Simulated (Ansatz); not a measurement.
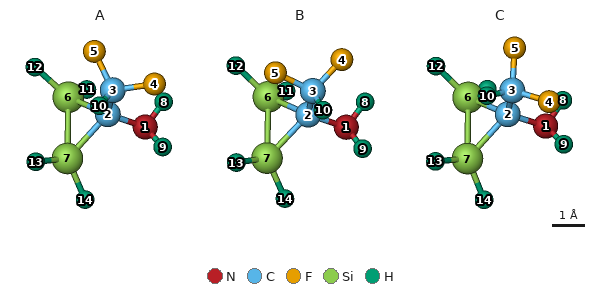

3 geometries from a converged minimum-energy path of C2H7F2NSi2, shuffled. A ball-and-stick model, seen from a free direction.

Method: RKS PBE/6-31G* in Ansatz 0.2.0. Run with 7 movable images; climbing image; force threshold 0.05 eV/Å; iteration limit 60; starting path through a guess of the saddle point.

Question: Which frame is the transition state?

Answer: A. In order along the path, whose images run from 0 to 8: C (image 2, +9.4 kJ/mol), A (image 4, +19.2 kJ/mol), B (image 7, −0.4 kJ/mol). The motion is a rotation about the C2–C3 bond by about 120°. No bond forms or breaks between the ends. Bond angles that change up to the highest image, for instance: C2–Si6–H12 115.6° → 118.7°, N1–C2–Si6 108.7° → 105.9°.

The run took 4.5 min on 2 threads of Arm Neoverse V1, with other jobs on the host, peak memory 0.18 GiB.
